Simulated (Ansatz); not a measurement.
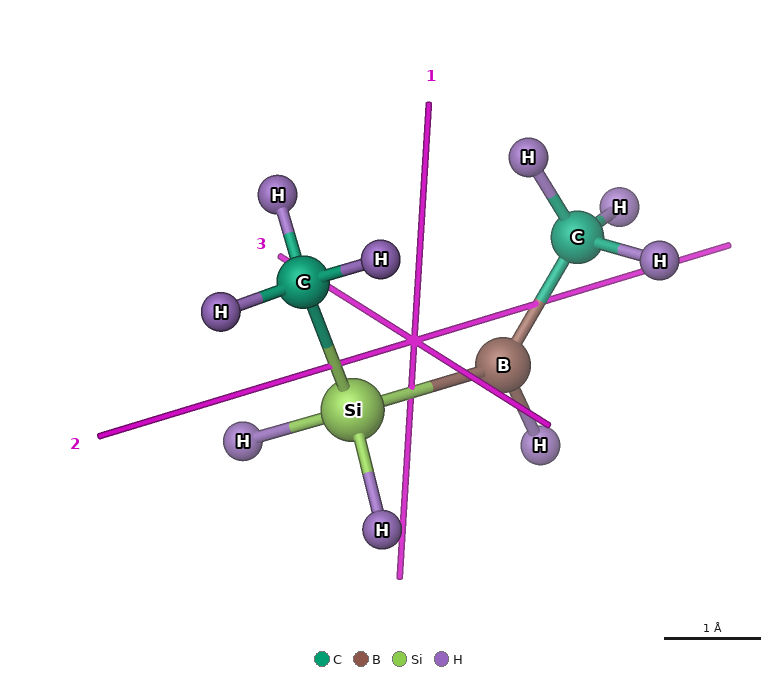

The three principal axes of inertia are drawn and numbered. Atoms fade into the background with distance from the viewer. The geometry was computed by an optimisation with PBE0-D4/def2-TZVP. No frequency run is at hand to confirm it as a minimum. Masses are those of the most abundant isotopes; constants are for the rigid equilibrium geometry.

**Which line is the a axis (least moment of inertia), which b and which c?**

a is line 2, b is line 1, c is line 3; the moments are 56.9, 158, 203 u Å².

**What kind of rotor is it, and what are its rotational constants in cm⁻¹?**

An asymmetric top (C1): A = 0.296, B = 0.106, C = 0.0829 cm⁻¹. Ray's parameter κ is −0.78, nearer the prolate limit.
